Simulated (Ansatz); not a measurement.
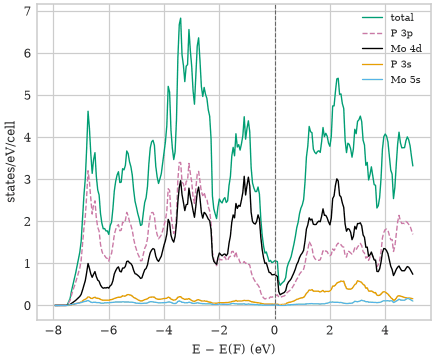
Fig. 1. Total and projected density of states of MoP2 in space group Cmc2_1 (No. 36; Mo on 4a, P on 4a, P on 4a), the program Ansatz at the LDA level (PAW)

Task: Which orbitals carry the states next to the Fermi level?

Result: Within 0.5 eV of the Fermi level: Mo 4d 70 %, P 3p 21 %. Projections are on Löwdin-orthogonalised atomic valence shells; empty p or d shells of many metals are not among them.

Task: Where is the tallest occupied peak in this window, and what makes it?

Result: Near -3.4 eV, about 6.8 states/eV per cell; the largest projected share is P 3p.

The first step of the workflow began from a Materials Project structure, measured or hypothetical; the Crystallography Open Database copy checked does not list it. Whether it is the stable phase at ambient conditions was not checked. Symmetry was held in the LDA relaxation; its stability against distortions is not shown here. The run is not spin-polarised. Scalar-relativistic: spin–orbit coupling is off unless named, which matters more the heavier the elements.

Potentials: the earlier of the program's two PAW sets. The files were generated under PBE; for other functionals the program regenerates the frozen cores, and for LDA and PBEsol the local potential too.
